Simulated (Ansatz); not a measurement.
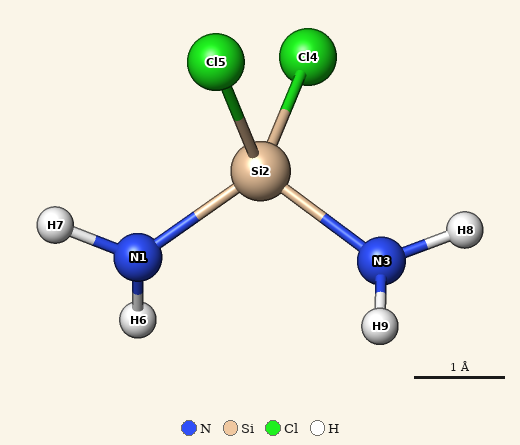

*The starting structure (ball-and-stick view, seen at a tilt; atoms are numbered from 1 in the order of the input).*

# Run report: SiN2H4Cl2, molecular dynamics

SiN2H4Cl2, computed with RKS BLYP-d3bj/6-31G* (Ansatz 0.2.0).

The geometry comes from this level: PBE0-D4/def2-TZVP. Figures and captions count atoms from 1; the log counts them from 0 in places.

Input file
```yaml
crystal:
  periodic: [false, false, false]
  atoms:
    - {symbol: N, position_ang: [0.003289, 1.371336, -0.521466]}
    - {symbol: Si, position_ang: [-0.064353, -0.306402, -0.338012]}
    - {symbol: N, position_ang: [0.186371, -0.691654, 1.287340]}
    - {symbol: Cl, position_ang: [-1.844165, -1.215706, -0.820861]}
    - {symbol: Cl, position_ang: [1.312172, -1.033870, -1.680998]}
    - {symbol: H, position_ang: [-0.582563, 1.963608, 0.044631]}
    - {symbol: H, position_ang: [0.215450, 1.780145, -1.416098]}
    - {symbol: H, position_ang: [-0.140628, -1.566288, 1.662287]}
    - {symbol: H, position_ang: [1.002926, -0.347369, 1.766076]}
basis:
  gaussian: {orbitals: "6-31G*"}
hamiltonian: {xc: {name: BLYP}, dispersion: d3bj}
md: {timestep: 1 fs, n_steps: 30, ensemble: nve, temperature: 700, initial_velocities: maxwell_boltzmann, seed: 70}
```

Machine: 4 threads of Intel Xeon @ 2.50GHz, 180 GiB of memory available, shared host.

Run as:
```bash
ansatz run in.yaml --threads 4 --pin off --events-out ev --progress --plain --max-ram 10444MiB
```

What the program printed
```
Functional definition: BLYP
  name "BLYP"
  cite "Becke, Phys. Rev. A 38, 3098 (1988) doi:10.1103/PhysRevA.38.3098"
  cite "Lee, Yang & Parr, Phys. Rev. B 37, 785 (1988) doi:10.1103/PhysRevB.37.785"
  parameter beta = 0.0042
  parameter a = 0.04918
  parameter b = 0.132
  parameter c = 0.2533
  parameter d = 0.349
  exchange = b88_x(beta = beta)
  correlation = lyp_c(a = a, b = b, c = c, d = d)
1196 factors; their error is unknown
mean field evaluation 1: about -35954.2663 eV, gradient 8.9e1 eV
mean field evaluation 2: about -35904.4756 eV, gradient 1.6e2 eV
mean field evaluation 4: about -35969.2838 eV, gradient 9.4e0 eV
mean field evaluation 8: about -35969.4508 eV, gradient 1.9e-1 eV
mean field -35969.45084801 eV, -1321.8529376949 hartree, gradient 7.4e-5 eV, S^2 0.000000; 0 other end points of the search recorded, 0 dependent functions left out
the calculation of the forces begins
reference -35969.45116975 eV, -1321.8529495188 hartree; 33, 33 occupied and 62, 62 virtual orbitals, 1196 factors
md step     0: t =     0.00 fs  T =   700.0 K  F+E_penalty+E_count = -35970.02482893 eV  E_kin = 0.633374 eV  conserved = -35969.39145494 eV  (25 SCF iters)
these checks for a lower state are left out or cut short: starts, cluster_reference, orbital_swaps, neighbouring_geometries, increment
1196 factors; their error is unknown
mean field evaluation 16: about -35969.4825 eV, gradient 2.6e0 eV
mean field -35969.44129357 eV, -1321.8525865757 hartree, gradient 7.0e-6 eV, S^2 0.000000; 0 other end points of the search recorded, 0 dependent functions left out
the calculation of the forces begins
reference -35969.44161479 eV, -1321.8525983802 hartree; 33, 33 occupied and 62, 62 virtual orbitals, 1196 factors
md step     1: t =     1.00 fs  T =   686.8 K  F+E_penalty+E_count = -35970.01269465 eV  E_kin = 0.621407 eV  conserved = -35969.39128745 eV  (30 SCF iters, 3 dispersion substeps)
[... from here on the SCF iterations and repeated set-up lines of each step are left out, up to the last step ...]
md step     2: t =     2.00 fs  T =   604.4 K  F+E_penalty+E_count = -35969.93513563 eV  E_kin = 0.546896 eV  conserved = -35969.38823946 eV  (29 SCF iters, 3 dispersion substeps)
md step     3: t =     3.00 fs  T =   501.7 K  F+E_penalty+E_count = -35969.83924626 eV  E_kin = 0.453962 eV  conserved = -35969.38528433 eV  (29 SCF iters, 3 dispersion substeps)
md step     4: t =     4.00 fs  T =   427.8 K  F+E_penalty+E_count = -35969.77153713 eV  E_kin = 0.387109 eV  conserved = -35969.38442810 eV  (29 SCF iters, 3 dispersion substeps)
md step     5: t =     5.00 fs  T =   396.9 K  F+E_penalty+E_count = -35969.74523692 eV  E_kin = 0.359146 eV  conserved = -35969.38609135 eV  (29 SCF iters, 3 dispersion substeps)
md step     6: t =     6.00 fs  T =   385.4 K  F+E_penalty+E_count = -35969.73652221 eV  E_kin = 0.348737 eV  conserved = -35969.38778514 eV  (30 SCF iters, 3 dispersion substeps)
md step     7: t =     7.00 fs  T =   372.2 K  F+E_penalty+E_count = -35969.72327500 eV  E_kin = 0.336782 eV  conserved = -35969.38649310 eV  (30 SCF iters, 3 dispersion substeps)
md step     8: t =     8.00 fs  T =   375.7 K  F+E_penalty+E_count = -35969.72476796 eV  E_kin = 0.339977 eV  conserved = -35969.38479131 eV  (30 SCF iters, 3 dispersion substeps)
md step     9: t =     9.00 fs  T =   414.9 K  F+E_penalty+E_count = -35969.76271298 eV  E_kin = 0.375376 eV  conserved = -35969.38733693 eV  (30 SCF iters, 3 dispersion substeps)
md step    10: t =    10.00 fs  T =   450.8 K  F+E_penalty+E_count = -35969.79899693 eV  E_kin = 0.407907 eV  conserved = -35969.39108948 eV  (30 SCF iters, 3 dispersion substeps)
md step    11: t =    11.00 fs  T =   430.2 K  F+E_penalty+E_count = -35969.77933554 eV  E_kin = 0.389251 eV  conserved = -35969.39008442 eV  (30 SCF iters, 3 dispersion substeps)
md step    12: t =    12.00 fs  T =   365.1 K  F+E_penalty+E_count = -35969.71638224 eV  E_kin = 0.330389 eV  conserved = -35969.38599324 eV  (30 SCF iters, 3 dispersion substeps)
md step    13: t =    13.00 fs  T =   316.3 K  F+E_penalty+E_count = -35969.66997328 eV  E_kin = 0.286172 eV  conserved = -35969.38380165 eV  (30 SCF iters, 3 dispersion substeps)
md step    14: t =    14.00 fs  T =   319.4 K  F+E_penalty+E_count = -35969.67411196 eV  E_kin = 0.289033 eV  conserved = -35969.38507848 eV  (30 SCF iters, 3 dispersion substeps)
md step    15: t =    15.00 fs  T =   356.4 K  F+E_penalty+E_count = -35969.71028056 eV  E_kin = 0.322434 eV  conserved = -35969.38784610 eV  (30 SCF iters, 3 dispersion substeps)
md step    16: t =    16.00 fs  T =   387.2 K  F+E_penalty+E_count = -35969.73855453 eV  E_kin = 0.350306 eV  conserved = -35969.38824898 eV  (29 SCF iters, 3 dispersion substeps)
md step    17: t =    17.00 fs  T =   407.2 K  F+E_penalty+E_count = -35969.75406291 eV  E_kin = 0.368452 eV  conserved = -35969.38561084 eV  (30 SCF iters, 3 dispersion substeps)
md step    18: t =    18.00 fs  T =   450.2 K  F+E_penalty+E_count = -35969.79247712 eV  E_kin = 0.407310 eV  conserved = -35969.38516745 eV  (29 SCF iters, 3 dispersion substeps)
md step    19: t =    19.00 fs  T =   517.5 K  F+E_penalty+E_count = -35969.85716126 eV  E_kin = 0.468268 eV  conserved = -35969.38889331 eV  (30 SCF iters, 3 dispersion substeps)
md step    20: t =    20.00 fs  T =   555.3 K  F+E_penalty+E_count = -35969.89361879 eV  E_kin = 0.502458 eV  conserved = -35969.39116110 eV  (30 SCF iters, 3 dispersion substeps)
md step    21: t =    21.00 fs  T =   526.7 K  F+E_penalty+E_count = -35969.86590399 eV  E_kin = 0.476533 eV  conserved = -35969.38937149 eV  (29 SCF iters, 3 dispersion substeps)
md step    22: t =    22.00 fs  T =   453.6 K  F+E_penalty+E_count = -35969.79718161 eV  E_kin = 0.410441 eV  conserved = -35969.38674016 eV  (30 SCF iters, 3 dispersion substeps)
md step    23: t =    23.00 fs  T =   377.4 K  F+E_penalty+E_count = -35969.72735028 eV  E_kin = 0.341471 eV  conserved = -35969.38587950 eV  (30 SCF iters, 3 dispersion substeps)
md step    24: t =    24.00 fs  T =   313.8 K  F+E_penalty+E_count = -35969.67091761 eV  E_kin = 0.283969 eV  conserved = -35969.38694875 eV  (30 SCF iters, 3 dispersion substeps)
md step    25: t =    25.00 fs  T =   249.9 K  F+E_penalty+E_count = -35969.61383975 eV  E_kin = 0.226113 eV  conserved = -35969.38772625 eV  (30 SCF iters, 3 dispersion substeps)
md step    26: t =    26.00 fs  T =   178.4 K  F+E_penalty+E_count = -35969.54738399 eV  E_kin = 0.161391 eV  conserved = -35969.38599336 eV  (30 SCF iters, 3 dispersion substeps)
md step    27: t =    27.00 fs  T =   125.5 K  F+E_penalty+E_count = -35969.49755584 eV  E_kin = 0.113566 eV  conserved = -35969.38398999 eV  (30 SCF iters, 3 dispersion substeps)
md step    28: t =    28.00 fs  T =   120.0 K  F+E_penalty+E_count = -35969.49332045 eV  E_kin = 0.108607 eV  conserved = -35969.38471296 eV  (30 SCF iters, 3 dispersion substeps)
md step    29: t =    29.00 fs  T =   153.5 K  F+E_penalty+E_count = -35969.52538991 eV  E_kin = 0.138907 eV  conserved = -35969.38648324 eV  (30 SCF iters, 3 dispersion substeps)
these checks for a lower state are left out or cut short: starts, cluster_reference, orbital_swaps, neighbouring_geometries, increment
1196 factors; their error is unknown
mean field -35969.01456970 eV, -1321.8369047629 hartree, gradient 8.2e-6 eV, S^2 0.000000; 0 other end points of the search recorded, 0 dependent functions left out
the calculation of the forces begins
reference -35969.01489830 eV, -1321.8369168385 hartree; 33, 33 occupied and 62, 62 virtual orbitals, 1196 factors
1196 factors; their error is unknown
mean field evaluation 256: about -35969.0798 eV, gradient 1.0e-1 eV
mean field -35969.01456970 eV, -1321.8369047629 hartree, gradient 1.6e-5 eV, S^2 0.000000; 1 other end points of the search recorded, 0 dependent functions left out
the calculation of the forces begins
reference -35969.01489830 eV, -1321.8369168385 hartree; 33, 33 occupied and 62, 62 virtual orbitals, 1196 factors
md step    30: t =    30.00 fs  T =   198.3 K  F+E_penalty+E_count = -35969.56662977 eV  E_kin = 0.179416 eV  conserved = -35969.38721420 eV  (29 SCF iters, 3 dispersion substeps)
```

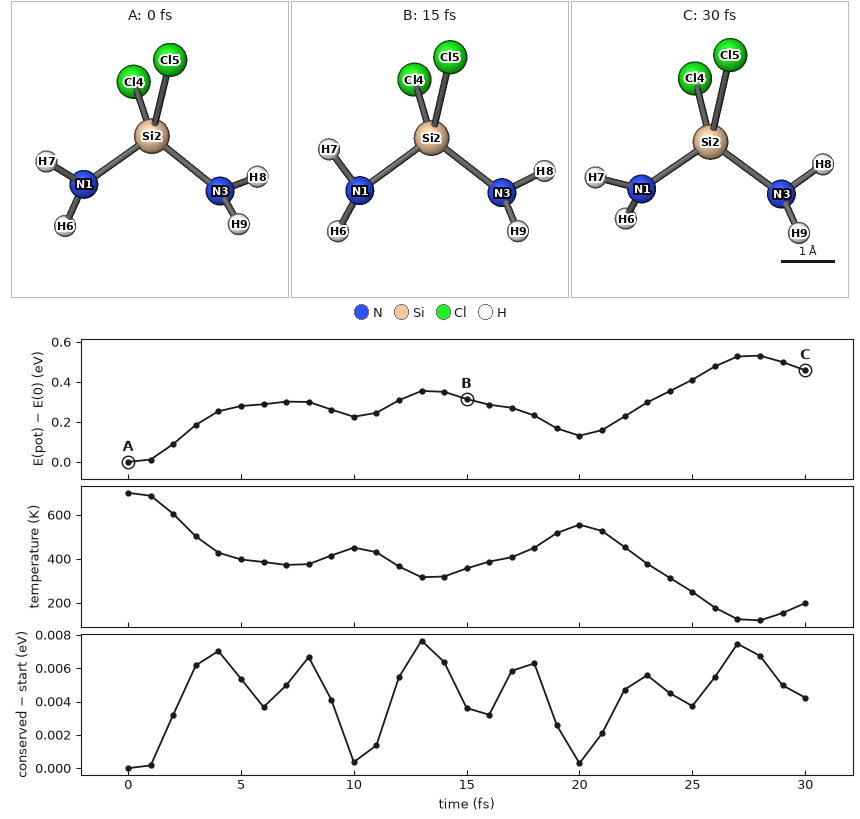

*Frames of the molecular dynamics (ball-and-stick, seen at a tilt) above the curves, on which the letters mark them.*

The trajectory kept here has 31 frames over 30 fs. The temperature starts at 700 K, ranges from 120 to 700 K and averages 336 K over the second half. The potential energy ends 0.458 eV above its first value. The conserved quantity stays within 0.0077 eV. After an unweighted best fit of the last frame on the first, the root-mean-square displacement is 0.18 Å.

```
Total energy: -35969.56695836 eV, -1321.8572046715 hartree
Atom 0 at     0.084322     1.486600    -0.505928 Å, force    -1.114368    -0.424392     1.874228 eV/Å
Atom 1 at    -0.048615    -0.210753    -0.272540 Å, force     0.419809    -1.580862    -2.177170 eV/Å
Atom 2 at     0.134994    -0.692214     1.367368 Å, force     0.208123    -0.321639     0.040842 eV/Å
Atom 3 at    -1.870222    -1.284224    -0.846364 Å, force     0.668078     0.754695     0.361083 eV/Å
Atom 4 at     1.318875    -1.088805    -1.747168 Å, force    -0.419288     0.487137     0.829429 eV/Å
Atom 5 at    -0.744793     1.815420    -0.006462 Å, force    -0.157125     0.569486     0.622090 eV/Å
Atom 6 at     0.114864     2.106623    -1.286568 Å, force     0.563004    -0.139243    -1.444852 eV/Å
Atom 7 at     0.066668    -1.727688     1.483559 Å, force     0.001019     0.869110     0.138252 eV/Å
Atom 8 at     0.888502    -0.281496     1.938209 Å, force    -0.169253    -0.214293    -0.243903 eV/Å
Dipole moment:     0.073790     0.532483     0.541538 e Å
```

Trajectory as extended XYZ (Å, eV, eV/Å), 11 of the 31 frames kept, from step=0 to step=30
```
9
Properties=species:S:1:pos:R:3:forces:R:3 step=0 time_fs=0.0 energy=-35970.02483 temperature=700.0
N     0.0033    1.3713   -0.5215    0.2935   0.2586   0.1157
Si   -0.0644   -0.3064   -0.3380   -0.0066  -0.0252  -0.0275
N     0.1864   -0.6917    1.2873   -0.1947   0.1409   0.3295
Cl   -1.8442   -1.2157   -0.8209   -0.7439  -0.3704  -0.1773
Cl    1.3122   -1.0339   -1.6810    0.5834  -0.2814  -0.5501
H    -0.5826    1.9636    0.0446   -0.3583   0.3412   0.3298
H     0.2155    1.7801   -1.4161    0.1204   0.2567  -0.5264
H    -0.1406   -1.5663    1.6623   -0.1847  -0.5178   0.2352
H     1.0029   -0.3474    1.7661    0.4909   0.1974   0.2711
9
Properties=species:S:1:pos:R:3:forces:R:3 step=3 time_fs=3.0 energy=-35969.83925 temperature=501.7
N     0.0100    1.3896   -0.5000   -0.5902   2.4456  -0.3066
Si   -0.0499   -0.3001   -0.3420   -0.7051   0.0204   0.6127
N     0.1757   -0.6965    1.2971    0.4712  -0.7923   1.3951
Cl   -1.8484   -1.2247   -0.8234   -0.4338  -0.1991  -0.1492
Cl    1.3088   -1.0399   -1.6850    0.6232  -0.1985  -0.5775
H    -0.5768    2.1566   -0.0775    0.3667  -1.5582   0.4806
H     0.1124    1.7839   -1.4350    0.5648  -0.4934  -0.5039
H    -0.1285   -1.6339    1.6762    0.4637   1.2279  -0.5127
H     1.0065   -0.3097    1.8018   -0.7606  -0.4524  -0.4384
9
Properties=species:S:1:pos:R:3:forces:R:3 step=6 time_fs=6.0 energy=-35969.73652 temperature=385.4
N     0.0138    1.4215   -0.4813   -0.0944   1.8616  -2.3214
Si   -0.0375   -0.2936   -0.3442   -1.1659   0.3273   1.1985
N     0.1674   -0.7051    1.3140    0.1734   0.5955  -0.3272
Cl   -1.8537   -1.2342   -0.8264   -0.1357  -0.0271  -0.1102
Cl    1.3069   -1.0464   -1.6904    0.6170  -0.1217  -0.5439
H    -0.5484    2.2317   -0.1540   -0.0629  -1.2622   1.0889
H     0.0561    1.7480   -1.4896    0.6236  -0.9151   0.7598
H    -0.0850   -1.6199    1.6558   -0.0962  -0.4451   0.1262
H     0.9603   -0.3030    1.8091    0.1411  -0.0132   0.1292
9
Properties=species:S:1:pos:R:3:forces:R:3 step=9 time_fs=9.0 energy=-35969.76271 temperature=414.9
N     0.0177    1.4632   -0.4759    1.2049  -1.6893  -2.1231
Si   -0.0287   -0.2862   -0.3426   -1.3575   0.6849   1.6357
N     0.1601   -0.7106    1.3293   -0.2901   0.7691  -1.1291
Cl   -1.8593   -1.2438   -0.8296    0.1246   0.1407  -0.0635
Cl    1.3065   -1.0533   -1.6971    0.5422  -0.0169  -0.4613
H    -0.5331    2.2123   -0.1376   -1.1685   0.4979   1.3419
H     0.0519    1.6437   -1.4924    0.4309   0.1538   0.0847
H    -0.0466   -1.6374    1.6428   -0.1904  -0.8485   0.2336
H     0.9252   -0.2973    1.8270    0.7039   0.3083   0.4810
9
Properties=species:S:1:pos:R:3:forces:R:3 step=12 time_fs=12.0 energy=-35969.71638 temperature=365.1
N     0.0273    1.4969   -0.4822    0.0814  -1.5449   0.3938
Si   -0.0240   -0.2767   -0.3361   -1.3182   0.6756   1.6742
N     0.1518   -0.7120    1.3389    0.5481  -0.5447   0.3981
Cl   -1.8646   -1.2530   -0.8329    0.3241   0.2794  -0.0019
Cl    1.3075   -1.0601   -1.7049    0.4126   0.0950  -0.3245
H    -0.5941    2.2043   -0.0242    0.3583  -1.0398  -0.5757
H     0.0830    1.5527   -1.4901   -0.0399   1.2636  -0.6603
H    -0.0209   -1.7086    1.6444    0.2482   1.2790  -0.4376
H     0.9351   -0.2743    1.8755   -0.6145  -0.4632  -0.4660
9
Properties=species:S:1:pos:R:3:forces:R:3 step=15 time_fs=15.0 energy=-35969.71028 temperature=356.4
N     0.0383    1.5203   -0.4879    0.1390  -2.1280  -0.0870
Si   -0.0234   -0.2651   -0.3245   -1.0981   0.5222   1.1806
N     0.1463   -0.7156    1.3498    0.3772   0.4339  -0.3100
Cl   -1.8691   -1.2615   -0.8363    0.4826   0.4060   0.0753
Cl    1.3094   -1.0668   -1.7135    0.2305   0.2023  -0.0884
H    -0.6363    2.1236    0.0502    0.5242  -0.6821  -1.2041
H     0.1108    1.5636   -1.5271   -0.4459   1.3570   0.6887
H     0.0207   -1.6938    1.6158   -0.0710   0.0073  -0.0576
H     0.9057   -0.2828    1.8931   -0.1384  -0.1184  -0.1975
9
Properties=species:S:1:pos:R:3:forces:R:3 step=18 time_fs=18.0 energy=-35969.79248 temperature=450.2
N     0.0508    1.5303   -0.4943    1.3894  -3.1167  -0.8255
Si   -0.0261   -0.2520   -0.3094   -0.7031   0.1567   0.2043
N     0.1427   -0.7166    1.3584   -0.4203   1.0569  -1.2696
Cl   -1.8725   -1.2691   -0.8395    0.5982   0.5317   0.1627
Cl    1.3119   -1.0729   -1.7223    0.0252   0.2954   0.1967
H    -0.6481    1.9948    0.0369   -1.0998   0.9934   0.1917
H     0.1037    1.6866   -1.5161   -0.3720   0.7370   0.5913
H     0.0568   -1.6822    1.5822   -0.2852  -1.1987   0.2209
H     0.8701   -0.2979    1.8985    0.8675   0.5442   0.5275
9
Properties=species:S:1:pos:R:3:forces:R:3 step=21 time_fs=21.0 energy=-35969.86590 temperature=526.7
N     0.0699    1.5226   -0.5039   -0.7246  -1.2554   1.0601
Si   -0.0310   -0.2384   -0.2938   -0.3204  -0.3741  -0.9636
N     0.1376   -0.7123    1.3608    0.5848  -0.4015   0.3613
Cl   -1.8744   -1.2753   -0.8422    0.6590   0.6299   0.2474
Cl    1.3145   -1.0783   -1.7306   -0.1458   0.3605   0.4512
H    -0.7266    1.9299    0.0215    0.3725   0.2192  -0.2798
H     0.0665    1.8731   -1.4609    0.0265  -0.0525  -0.2053
H     0.0718   -1.7433    1.5615   -0.0441   1.1539  -0.2298
H     0.8893   -0.2791    1.9343   -0.4080  -0.2801  -0.4416
9
Properties=species:S:1:pos:R:3:forces:R:3 step=24 time_fs=24.0 energy=-35969.67092 temperature=313.8
N     0.0850    1.5071   -0.5087   -2.1706   0.8598   0.6387
Si   -0.0369   -0.2260   -0.2810   -0.0789  -0.9107  -1.7574
N     0.1356   -0.7093    1.3644    0.5925   0.3048   0.2213
Cl   -1.8747   -1.2801   -0.8444    0.6919   0.7007   0.3122
Cl    1.3167   -1.0828   -1.7378   -0.2765   0.4114   0.6593
H    -0.7814    1.8886   -0.0108    1.1908  -0.2372  -0.1617
H     0.0324    2.0500   -1.4095    0.5178  -1.2987   0.4909
H     0.0808   -1.7280    1.5263   -0.0868   0.4528  -0.0005
H     0.8841   -0.2776    1.9405   -0.3801  -0.2829  -0.4028
9
Properties=species:S:1:pos:R:3:forces:R:3 step=27 time_fs=27.0 energy=-35969.49756 temperature=125.5
N     0.0881    1.4957   -0.5092   -0.9673   0.4211   0.4543
Si   -0.0431   -0.2164   -0.2735    0.1947  -1.3128  -2.1198
N     0.1365   -0.7040    1.3686   -0.6021   1.3346  -1.1337
Cl   -1.8733   -1.2831   -0.8458    0.7012   0.7521   0.3525
Cl    1.3182   -1.0864   -1.7435   -0.3733   0.4509   0.7962
H    -0.7511    1.8349   -0.0491   -0.4516   0.4511   1.0820
H     0.0414    2.1249   -1.3284    0.7868  -1.1828  -0.4169
H     0.0815   -1.6862    1.4922   -0.2148  -1.3978   0.3505
H     0.8570   -0.2938    1.9204    0.9264   0.4836   0.6349
9
Properties=species:S:1:pos:R:3:forces:R:3 step=30 time_fs=30.0 energy=-35969.56663 temperature=198.3
N     0.0843    1.4866   -0.5059   -1.1144  -0.4244   1.8742
Si   -0.0486   -0.2108   -0.2725    0.4198  -1.5809  -2.1772
N     0.1350   -0.6922    1.3674    0.2081  -0.3216   0.0408
Cl   -1.8702   -1.2842   -0.8464    0.6681   0.7547   0.3611
Cl    1.3189   -1.0888   -1.7472   -0.4193   0.4871   0.8294
H    -0.7448    1.8154   -0.0065   -0.1571   0.5695   0.6221
H     0.1149    2.1066   -1.2866    0.5630  -0.1392  -1.4449
H     0.0667   -1.7277    1.4836    0.0010   0.8691   0.1383
H     0.8885   -0.2815    1.9382   -0.1693  -0.2143  -0.2439
```

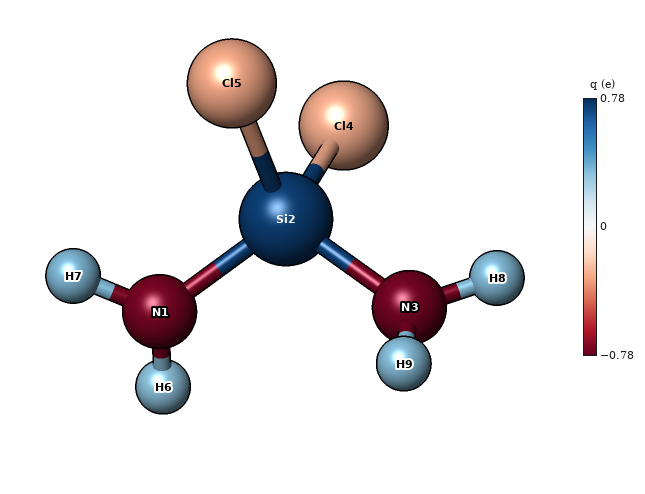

*Mulliken charges, as the colour of each atom (ball-and-stick view, seen at a tilt; atoms are numbered from 1 in the order of the input).*

By element: N −0.75 to −0.74, Si +0.73, Cl −0.29 and H +0.32 to +0.34 e.

Key numbers

```json
{"quantity": "outcome", "value": "finished"}
{"quantity": "mean temperature over the second half", "value": "336 K"}
{"quantity": "trajectory", "value": "30 steps, 30 fs"}
{"quantity": "ensemble", "value": "nve"}
{"quantity": "temperature in the input", "value": "700 K"}
{"quantity": "time step", "value": "1 fs"}
{"quantity": "potential energy (last step)", "value": "−35969.5670 eV"}
{"quantity": "mean-field energy (last step)", "value": "−35969.0149 eV"}
{"quantity": "dispersion energy (last step)", "value": "−0.5521 eV"}
{"quantity": "SCF solution under orbital rotations (last step)", "value": "stable"}
{"quantity": "largest force (length of the vector) (last step)", "value": "2.723 eV/Å"}
{"quantity": "dipole moment (last step)", "value": "3.67 D"}
{"quantity": "wall time", "value": "73 s (CPU time 3.4 min)"}
{"quantity": "peak memory", "value": "0.5 GiB"}
```

So short a trajectory is not equilibrated.
